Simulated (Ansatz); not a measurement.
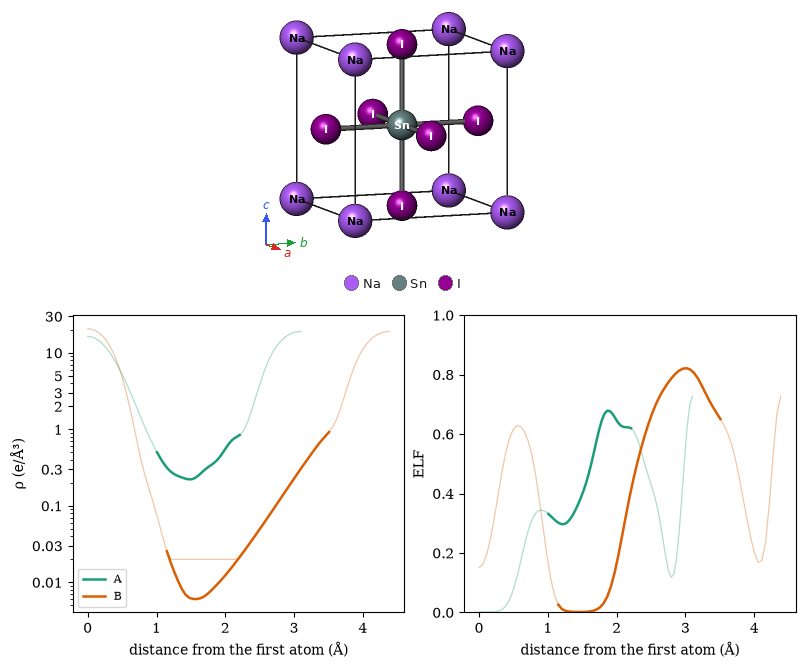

Figure 1: NaSnI3. Valence charge density (pseudo) and electron localisation function along straight lines between neighbouring atoms. Thin, pale parts lie inside the atomic spheres. The structure is drawn too.

Space group Pm-3m; started from the cubic perovskite prototype, which need not be the ambient phase.

Computed with Ansatz, DFT, r2SCAN, plane waves, PAW.

Core electrons are frozen (PAW), and the valence fields are smoothed inside the atomic spheres.

> Which curve belongs to which contact (Na–I and Sn–I)? The first atom named is at distance zero.

Curve A: Sn–I (3.10 Å): the density is about 0.23 e/Å³ at the midpoint; the ELF peaks at about 0.70 in the valence shell of I, 1.2 Å from its nucleus, and drops to about 0.30 between the two atoms. Curve B: Na–I (4.39 Å): ρ is about 0.02 e/Å³ halfway, with its minimum of 0.006 e/Å³ about 1.6 Å from Na; the ELF peaks at about 0.80 in the valence shell of I, 1.4 Å from its nucleus, and drops to about 0 between the two atoms; no shared electron pair shows on this line.
